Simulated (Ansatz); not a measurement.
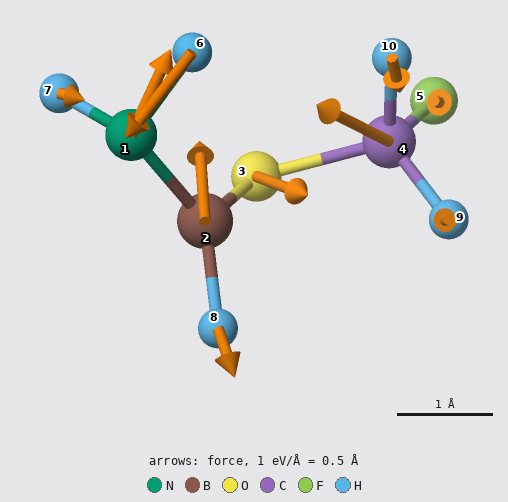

Starting geometry of CH5BFNO (coarse preliminary run) with the computed forces as orange arrows. A ball-and-stick model, seen at a tilt.

The start comes from a force field.

All numbers below come from RKS PBE-D4/def2-SVP in Ansatz 0.2.0. Set-up: force threshold 0.03 eV/Å; at most 200 steps.

Q: What follows when this structure is relaxed?

A: It isn't relaxed: the largest force vector, on C4, is 2.67 eV/Å. The final displacements follow the starting forces only in part (cosine between the two patterns 0.40). H6 moves most after the best rigid fit: 2.17 Å. Largest moves by element: H 2.17 Å, O 1.29 Å, F 0.93 Å, B 0.47 Å, N 0.34 Å, C 0.23 Å. Near-neighbour distances that change, for instance: N1–H6 1.111 → 1.018 Å, B2–O3 1.462 → 1.389 Å, O3–C4 1.450 → 1.385 Å, N1–B2 1.463 → 1.402 Å. Bond angles that change, for instance: B2–N1–H6 108.2° → 122.9°, B2–N1–H7 108.7° → 122.6°, H6–N1–H7 102.7° → 114.5°. Groups turn about O3–C4 by about 95°, B2–O3 by about 95°. Over 20 accepted moves (21 points after the start) the energy falls by 46.6 kcal/mol. The largest force component goes from 2.6 to 0.021 eV/Å. The line search rejected the trial step at point 17 of the run.
